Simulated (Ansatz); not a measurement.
**CH7AsGaN: two geometries relaxed**

Are the two ends of the inversion of the pyramid at Ga1 separate minima, and which lies lower? Each is relaxed from a guess. SMILES of the start: [GaH2][CH2]N[AsH2].

Method: RKS BLYP-D4/def2-mTZVP, in Ansatz 0.2.0.

## Step 1: Starting point

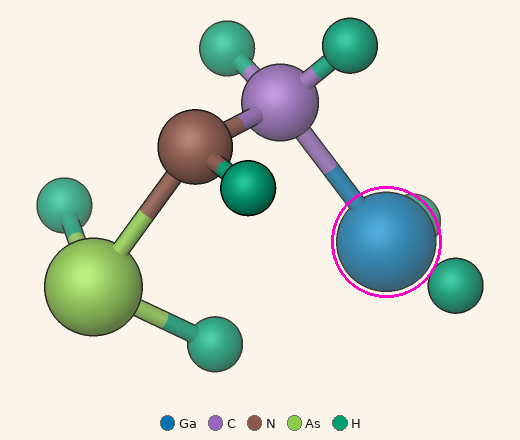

The starting structure, seen from a chosen angle (gallium blue, carbon purple, nitrogen brown, arsenic green, hydrogen teal). Ringed: Ga1.

Coordinates:

```xyz
11

Ga   -0.8453    1.1957   -0.3527
C    -0.6525   -0.6694    0.2762
N     0.6296   -0.8448    0.8701
As    2.0686   -0.3503   -0.3990
H    -1.4613    1.1925   -1.0062
H    -0.7985    2.0357    0.6487
H    -0.8163   -1.4836   -0.4425
H    -1.3969   -0.6785    1.0543
H     0.7456   -0.1377    1.7059
H     1.2321    0.9276   -0.8289
H     1.3600   -1.2441   -1.5052
```

## Step 2: End point A

Contents of input.yaml:

```yaml
crystal:
  periodic: [false, false, false]
  atoms:
    - { symbol: Ga, position_ang: [-0.8453, 1.1957, -0.3527] }
    - { symbol: C, position_ang: [-0.6525, -0.6694, 0.2762] }
    - { symbol: "N", position_ang: [0.6296, -0.8448, 0.8701] }
    - { symbol: As, position_ang: [2.0686, -0.3503, -0.399] }
    - { symbol: H, position_ang: [-1.4613, 1.1925, -1.0062] }
    - { symbol: H, position_ang: [-0.7985, 2.0357, 0.6487] }
    - { symbol: H, position_ang: [-0.8163, -1.4836, -0.4425] }
    - { symbol: H, position_ang: [-1.3969, -0.6785, 1.0543] }
    - { symbol: H, position_ang: [0.7456, -0.1377, 1.7059] }
    - { symbol: H, position_ang: [1.2321, 0.9276, -0.8289] }
    - { symbol: H, position_ang: [1.36, -1.2441, -1.5052] }
basis:
  gaussian: { orbitals: def2-mTZVP }
hamiltonian:
  xc: blyp
  dispersion: d4
relax:
  f_tol: 0.015
  max_steps: 40
```

Launch:

```sh
> ansatz run input.yaml --threads 2 --pin off --max-ram 3072MiB --backend cpu --events-out ev --progress --plain --runs-dir out
```

The log of the run, shortened:

```text
Warning: RAYON_NUM_THREADS=2 ignored (pool sized by the plan → 2); use --threads N
[...]
Functional definition: BLYP
[...]
1363 factors; their error is unknown
[...]
mean field -115849.85906792 eV, -4257.4037948913 hartree, gradient 3.9e-5 eV, S^2 0.000000; 0 other end points of the search recorded, 0 dependent functions left out
[...]
reference -115849.85944597 eV, -4257.4038087842 hartree; 42, 42 occupied and 89, 89 virtual orbitals, 1363 factors
relax step   1: F+E_penalty+E_count = -115850.51312849 eV  Δ(F+E_penalty+E_count) = +0.000e0 eV  max|allowed force component| = 3.792e1 eV/Å  Δτ_max = 0.0000 Å  (30 SCF iters, accepted)
[...]
relax step   4: F+E_penalty+E_count = -115861.96136060 eV  Δ(F+E_penalty+E_count) = -8.396e-1 eV  max|allowed force component| = 1.584e0 eV/Å  Δτ_max = 0.1941 Å  (30 SCF iters, accepted)
[...]
relax step   7: F+E_penalty+E_count = -115862.26113166 eV  Δ(F+E_penalty+E_count) = -5.225e-3 eV  max|allowed force component| = 1.801e-1 eV/Å  Δτ_max = 0.0757 Å  (32 SCF iters, accepted)
[...]
relax step  10: F+E_penalty+E_count = -115862.27099182 eV  Δ(F+E_penalty+E_count) = -6.146e-4 eV  max|allowed force component| = 5.060e-2 eV/Å  Δτ_max = 0.0310 Å  (33 SCF iters, accepted)
[...]
relax step  12: F+E_penalty+E_count = -115862.27166616 eV  Δ(F+E_penalty+E_count) = -6.743e-4 eV  max|allowed force component| = 2.343e-2 eV/Å  Δτ_max = 0.0133 Å  (33 SCF iters, accepted)
[...]
relax step  13: F+E_penalty+E_count = -115862.27189674 eV  Δ(F+E_penalty+E_count) = -2.306e-4 eV  max|allowed force component| = 1.148e-2 eV/Å  Δτ_max = 0.0158 Å  (33 SCF iters, accepted)
1363 factors; their error is unknown
mean field -115861.65612322 eV, -4257.8373286770 hartree, gradient 1.5e-5 eV, S^2 0.000000; 1 other end points of the search recorded, 0 dependent functions left out
[...]
reference -115861.65651788 eV, -4257.8373431806 hartree; 42, 42 occupied and 89, 89 virtual orbitals, 1363 factors
Total energy: -115862.27229140 eV, -4257.8599724402 hartree
Atom 0 at    -1.015351     1.179678    -0.282000 Å, force    -0.005511    -0.001136    -0.001549 eV/Å
Atom 1 at    -0.676643    -0.728906     0.390440 Å, force     0.005201    -0.011477    -0.006402 eV/Å
Atom 2 at     0.707321    -0.879366     0.905570 Å, force    -0.003993    -0.004235     0.003099 eV/Å
Atom 3 at     2.045912    -0.298840    -0.285454 Å, force     0.010322     0.000925    -0.000112 eV/Å
Atom 4 at    -1.878255     1.551388    -1.567087 Å, force    -0.003070     0.000966    -0.000756 eV/Å
Atom 5 at    -0.500724     2.336714     0.690093 Å, force     0.004823    -0.001594     0.001522 eV/Å
Atom 6 at    -0.816991    -1.451855    -0.425054 Å, force     0.001698     0.010876     0.004150 eV/Å
Atom 7 at    -1.390094    -1.007297     1.182486 Å, force    -0.002605     0.003144     0.002818 eV/Å
Atom 8 at     0.822787    -0.380012     1.793714 Å, force    -0.002631     0.001501    -0.004865 eV/Å
Atom 9 at     1.179737     0.867261    -0.962737 Å, force    -0.003617     0.002408    -0.001113 eV/Å
Atom 10 at     1.587401    -1.245664    -1.419271 Å, force    -0.000616    -0.001379     0.003209 eV/Å
Dipole moment:     0.058233    -0.097360     0.090809 e Å
```

Wall time 50 s (2 threads of Intel Xeon Platinum 8488C (Sapphire Rapids), shared host); peak memory 0.21 GiB.

Step by step:

```csv
step,energy from step 1 (eV),largest force component (eV/Å)
1,0.0000,37.9194
2,-8.2262,12.2986
3,-10.6086,5.1607
4,-11.4482,1.5841
5,-11.7069,0.7428
6,-11.7428,0.2334
7,-11.7480,0.1801
8x,-11.7387,0.2725
9,-11.7572,0.0454
10,-11.7579,0.0506
11x,-11.7577,0.1252
12,-11.7585,0.0234
13,-11.7588,0.0115
```

Step 1 is the start. 2 steps were tried and not accepted (marked x).

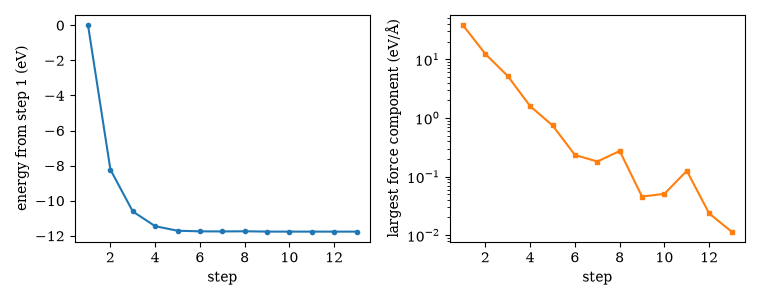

How energy and force went from step to step.

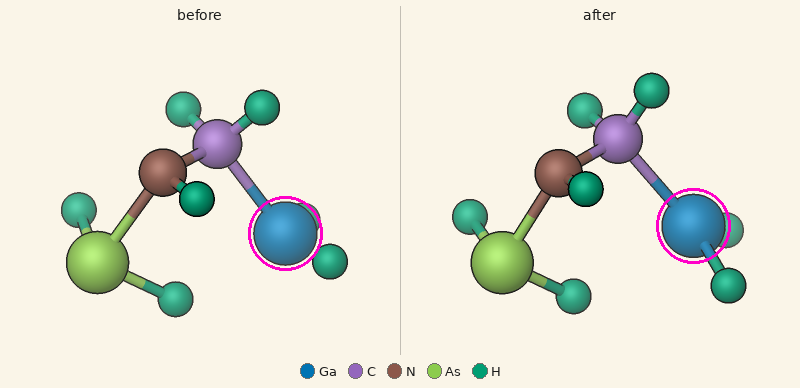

The structure before (left) and after (right), drawn at the same scale.

After: Bond lengths: Ga1–C2 2.052 Å, C2–N3 1.484 Å, N3–As4 1.883 Å, Ga1–H5 1.592 Å, Ga1–H6 1.596 Å, C2–H7 1.099 Å, C2–H8 1.102 Å, N3–H9 1.025 Å, As4–H10 1.603 Å, As4–H11 1.547 Å. Angles (14 of 15 angles, heavy atoms first): Ga1–C2–N3 111.2°, C2–N3–As4 114.3°, Ga1–C2–H7 110.3°, Ga1–C2–H8 111.3°, N3–C2–H7 108.1°, N3–C2–H8 109.2°, C2–Ga1–H5 124.8°, C2–Ga1–H6 114.9°, C2–N3–H9 110.9°, As4–N3–H9 108.5°, N3–As4–H10 96.2°, N3–As4–H11 93.7°, H7–C2–H8 106.5°, H5–Ga1–H6 119.8°.

## Step 3: End point B

The second end starts from a geometry with the move made by hand.

Changes to input.yaml since step 2:

```diff
@@ -7,4 +7,4 @@
     - { symbol: As, position_ang: [2.0686, -0.3503, -0.399] }
-    - { symbol: H, position_ang: [-1.4613, 1.1925, -1.0062] }
-    - { symbol: H, position_ang: [-0.7985, 2.0357, 0.6487] }
+    - { symbol: H, position_ang: [-1.58242, 1.22769, -0.86472] }
+    - { symbol: H, position_ang: [0.3179, 1.71137, -0.65541] }
     - { symbol: H, position_ang: [-0.8163, -1.4836, -0.4425] }
```

Launch:

```sh
> ansatz run input.yaml --threads 2 --pin off --max-ram 3072MiB --backend cpu --events-out ev --progress --plain --runs-dir out
```

The log of the run, shortened:

```text
Warning: RAYON_NUM_THREADS=2 ignored (pool sized by the plan → 2); use --threads N
[...]
[... 1 set-up line as earlier in the session ...]
[...]
1363 factors; their error is unknown
[...]
mean field -115848.74191927 eV, -4257.3627404355 hartree, gradient 4.0e-5 eV, S^2 0.000000; 1 other end points of the search recorded, 0 dependent functions left out
[...]
reference -115848.74228512 eV, -4257.3627538802 hartree; 42, 42 occupied and 89, 89 virtual orbitals, 1363 factors
relax step   1: F+E_penalty+E_count = -115849.41192595 eV  Δ(F+E_penalty+E_count) = +0.000e0 eV  max|allowed force component| = 4.246e1 eV/Å  Δτ_max = 0.0000 Å  (49 SCF iters, accepted)
[...]
relax step   4: F+E_penalty+E_count = -115861.37765661 eV  Δ(F+E_penalty+E_count) = -1.157e0 eV  max|allowed force component| = 2.019e0 eV/Å  Δτ_max = 0.1941 Å  (31 SCF iters, accepted)
[...]
relax step   7: F+E_penalty+E_count = -115862.19703974 eV  Δ(F+E_penalty+E_count) = -9.000e-2 eV  max|allowed force component| = 2.752e-1 eV/Å  Δτ_max = 0.1992 Å  (30 SCF iters, accepted)
[...]
relax step  10: F+E_penalty+E_count = -115862.25603693 eV  Δ(F+E_penalty+E_count) = -7.080e-3 eV  max|allowed force component| = 5.534e-2 eV/Å  Δτ_max = 0.0683 Å  (32 SCF iters, accepted)
[...]
relax step  11: F+E_penalty+E_count = -115862.25073085 eV  Δ(F+E_penalty+E_count) = +5.306e-3 eV  max|allowed force component| = 2.058e-1 eV/Å  Δτ_max = 0.0570 Å  (32 SCF iters, rejected (line search))
[...]
relax step  12: F+E_penalty+E_count = -115862.25837253 eV  Δ(F+E_penalty+E_count) = -2.336e-3 eV  max|allowed force component| = 2.019e-2 eV/Å  Δτ_max = 0.0276 Å  (32 SCF iters, accepted)
[...]
1363 factors; their error is unknown
mean field -115861.65778320 eV, -4257.8373896804 hartree, gradient 9.3e-6 eV, S^2 0.000000; 0 other end points of the search recorded, 0 dependent functions left out
[...]
reference -115861.65817958 eV, -4257.8374042468 hartree; 42, 42 occupied and 89, 89 virtual orbitals, 1363 factors
```

## Step 4: The output, continued: end point B relaxed

Output, continued:

```text
relax step  13: F+E_penalty+E_count = -115862.26121034 eV  Δ(F+E_penalty+E_count) = -2.838e-3 eV  max|allowed force component| = 5.809e-2 eV/Å  Δτ_max = 0.0975 Å  (32 SCF iters, accepted)
these checks for a lower state are left out or cut short: starts, cluster_reference, orbital_swaps, neighbouring_geometries, increment
1363 factors; their error is unknown
mean field -115861.65471027 eV, -4257.8372767522 hartree, gradient 1.0e-5 eV, S^2 0.000000; 0 other end points of the search recorded, 0 dependent functions left out
the calculation of the forces begins
reference -115861.65510539 eV, -4257.8372912728 hartree; 42, 42 occupied and 89, 89 virtual orbitals, 1363 factors
relax step  14: F+E_penalty+E_count = -115862.26460647 eV  Δ(F+E_penalty+E_count) = -3.396e-3 eV  max|allowed force component| = 1.196e-1 eV/Å  Δτ_max = 0.1488 Å  (31 SCF iters, accepted)
these checks for a lower state are left out or cut short: starts, cluster_reference, orbital_swaps, neighbouring_geometries, increment
1363 factors; their error is unknown
mean field -115861.65420169 eV, -4257.8372580621 hartree, gradient 9.1e-6 eV, S^2 0.000000; 0 other end points of the search recorded, 0 dependent functions left out
the calculation of the forces begins
reference -115861.65459656 eV, -4257.8372725733 hartree; 42, 42 occupied and 89, 89 virtual orbitals, 1363 factors
relax step  15: F+E_penalty+E_count = -115862.26771489 eV  Δ(F+E_penalty+E_count) = -3.108e-3 eV  max|allowed force component| = 1.324e-1 eV/Å  Δτ_max = 0.0790 Å  (32 SCF iters, accepted)
these checks for a lower state are left out or cut short: starts, cluster_reference, orbital_swaps, neighbouring_geometries, increment
1363 factors; their error is unknown
mean field evaluation 128: about -115861.6529 eV, gradient 2.6e-1 eV
mean field -115861.65299357 eV, -4257.8372136645 hartree, gradient 9.0e-6 eV, S^2 0.000000; 0 other end points of the search recorded, 0 dependent functions left out
the calculation of the forces begins
reference -115861.65338849 eV, -4257.8372281777 hartree; 42, 42 occupied and 89, 89 virtual orbitals, 1363 factors
relax step  16: F+E_penalty+E_count = -115862.26949792 eV  Δ(F+E_penalty+E_count) = -1.783e-3 eV  max|allowed force component| = 1.546e-1 eV/Å  Δτ_max = 0.0691 Å  (32 SCF iters, accepted)
these checks for a lower state are left out or cut short: starts, cluster_reference, orbital_swaps, neighbouring_geometries, increment
1363 factors; their error is unknown
mean field -115861.65475098 eV, -4257.8372782482 hartree, gradient 8.6e-6 eV, S^2 0.000000; 0 other end points of the search recorded, 0 dependent functions left out
the calculation of the forces begins
reference -115861.65514568 eV, -4257.8372927533 hartree; 42, 42 occupied and 89, 89 virtual orbitals, 1363 factors
relax step  17: F+E_penalty+E_count = -115862.27058939 eV  Δ(F+E_penalty+E_count) = -1.091e-3 eV  max|allowed force component| = 1.264e-1 eV/Å  Δτ_max = 0.0332 Å  (33 SCF iters, accepted)
these checks for a lower state are left out or cut short: starts, cluster_reference, orbital_swaps, neighbouring_geometries, increment
1363 factors; their error is unknown
mean field -115861.65590000 eV, -4257.8373204739 hartree, gradient 8.5e-6 eV, S^2 0.000000; 0 other end points of the search recorded, 0 dependent functions left out
the calculation of the forces begins
reference -115861.65629496 eV, -4257.8373349885 hartree; 42, 42 occupied and 89, 89 virtual orbitals, 1363 factors
relax step  18: F+E_penalty+E_count = -115862.27115232 eV  Δ(F+E_penalty+E_count) = -5.629e-4 eV  max|allowed force component| = 1.342e-1 eV/Å  Δτ_max = 0.0323 Å  (32 SCF iters, accepted)
these checks for a lower state are left out or cut short: starts, cluster_reference, orbital_swaps, neighbouring_geometries, increment
1363 factors; their error is unknown
mean field -115861.65640209 eV, -4257.8373389254 hartree, gradient 8.5e-6 eV, S^2 0.000000; 0 other end points of the search recorded, 0 dependent functions left out
the calculation of the forces begins
reference -115861.65679694 eV, -4257.8373534358 hartree; 42, 42 occupied and 89, 89 virtual orbitals, 1363 factors
relax step  19: F+E_penalty+E_count = -115862.27179073 eV  Δ(F+E_penalty+E_count) = -6.384e-4 eV  max|allowed force component| = 4.823e-2 eV/Å  Δτ_max = 0.0081 Å  (33 SCF iters, accepted)
these checks for a lower state are left out or cut short: starts, cluster_reference, orbital_swaps, neighbouring_geometries, increment
1363 factors; their error is unknown
mean field evaluation 160: about -115861.6565 eV, gradient 8.5e-6 eV
mean field -115861.65647287 eV, -4257.8373415265 hartree, gradient 8.5e-6 eV, S^2 0.000000; 0 other end points of the search recorded, 0 dependent functions left out
the calculation of the forces begins
reference -115861.65686767 eV, -4257.8373560353 hartree; 42, 42 occupied and 89, 89 virtual orbitals, 1363 factors
relax step  20: F+E_penalty+E_count = -115862.27188739 eV  Δ(F+E_penalty+E_count) = -9.666e-5 eV  max|allowed force component| = 1.470e-2 eV/Å  Δτ_max = 0.0126 Å  (33 SCF iters, accepted)
1363 factors; their error is unknown
mean field -115861.65647287 eV, -4257.8373415265 hartree, gradient 1.5e-5 eV, S^2 0.000000; 1 other end points of the search recorded, 0 dependent functions left out
the calculation of the forces begins
reference -115861.65686767 eV, -4257.8373560353 hartree; 42, 42 occupied and 89, 89 virtual orbitals, 1363 factors
Total energy: -115862.27228219 eV, -4257.8599721016 hartree
Atom 0 at    -0.860290     1.192484    -0.468804 Å, force     0.004161     0.001241    -0.001628 eV/Å
Atom 1 at    -0.607659    -0.641445     0.413089 Å, force    -0.000177     0.005397     0.011584 eV/Å
Atom 2 at     0.794029    -0.833550     0.862148 Å, force    -0.001391    -0.001159    -0.014704 eV/Å
Atom 3 at     2.085910    -0.533485    -0.477629 Å, force     0.003974     0.005997     0.005837 eV/Å
Atom 4 at    -1.813167     1.488217    -1.709403 Å, force    -0.000318     0.000145    -0.000524 eV/Å
Atom 5 at    -0.154513     2.402292     0.298142 Å, force    -0.002874    -0.001111     0.000132 eV/Å
Atom 6 at    -0.853672    -1.444032    -0.295283 Å, force     0.006686    -0.000118     0.002641 eV/Å
Atom 7 at    -1.284346    -0.764838     1.274342 Å, force     0.003239     0.001454    -0.003741 eV/Å
Atom 8 at     1.007631    -0.221943     1.657281 Å, force    -0.005306    -0.008050     0.002185 eV/Å
Atom 9 at     1.263906     0.596834    -1.259760 Å, force    -0.002843    -0.002796    -0.004574 eV/Å
Atom 10 at     1.482551    -1.586573    -1.436054 Å, force    -0.005151    -0.001000     0.002792 eV/Å
Dipole moment:     0.046859    -0.084280     0.091636 e Å
```

It took 78 s on 2 threads of Intel Xeon Platinum 8488C (Sapphire Rapids), shared host; peak memory 0.21 GiB.

Step by step:

```csv
step,energy from step 1 (eV),largest force component (eV/Å)
1,0.0000,42.4575
2,-8.1458,13.9050
3,-10.8090,5.9697
4,-11.9657,2.0186
5,-12.4844,0.7781
6,-12.6951,0.3355
7,-12.7851,0.2752
8,-12.8214,0.2853
9,-12.8370,0.2610
10,-12.8441,0.0553
11x,-12.8388,0.2058
12,-12.8464,0.0202
13,-12.8493,0.0581
14,-12.8527,0.1196
15,-12.8558,0.1324
16,-12.8576,0.1546
17,-12.8587,0.1264
18,-12.8592,0.1342
19,-12.8599,0.0482
20,-12.8600,0.0147
```

Step 1 is the start. 1 step was tried and not accepted (marked x).

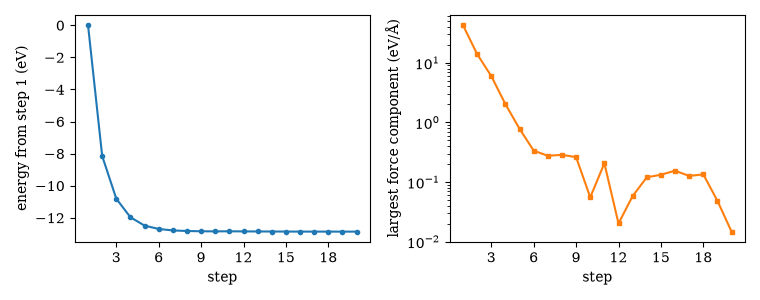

Energy and largest force along the relaxation.

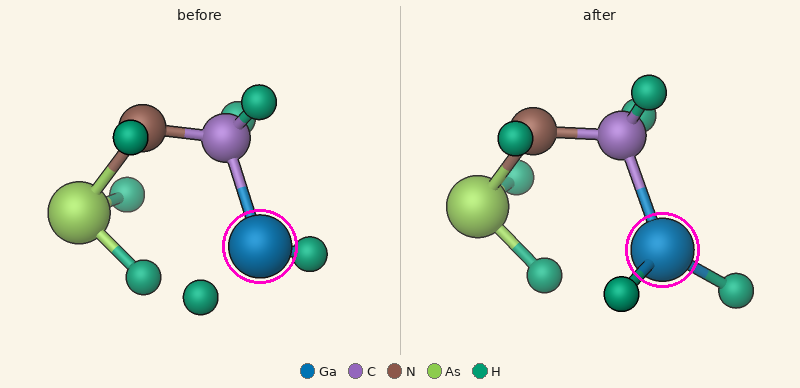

Before and after, at one scale.

After: Bond lengths: Ga1–C2 2.051 Å, C2–N3 1.484 Å, N3–As4 1.885 Å, Ga1–H5 1.592 Å, Ga1–H6 1.597 Å, C2–H7 1.098 Å, C2–H8 1.102 Å, N3–H9 1.026 Å, As4–H10 1.602 Å, As4–H11 1.546 Å. Angles (14 of 15 angles, heavy atoms first): Ga1–C2–N3 111.2°, C2–N3–As4 114.3°, Ga1–C2–H7 110.4°, Ga1–C2–H8 111.1°, N3–C2–H7 108.2°, N3–C2–H8 109.2°, C2–Ga1–H5 125.1°, C2–Ga1–H6 114.6°, C2–N3–H9 110.7°, As4–N3–H9 108.3°, N3–As4–H10 96.2°, N3–As4–H11 93.7°, H7–C2–H8 106.5°, H5–Ga1–H6 119.9°.

## Step 5: Results

| quantity | value |
| --- | --- |
| end A | 10 moves, 11.759 eV lower |
| end B | 18 moves, 12.860 eV lower |
| largest difference between the ends | 0.05 Å |
| end B relative to end A | +0.000 eV |

What this shows: The two relaxations end at one structure, within 0.05 Å: no second minimum was found from this start, which doesn't rule one out.
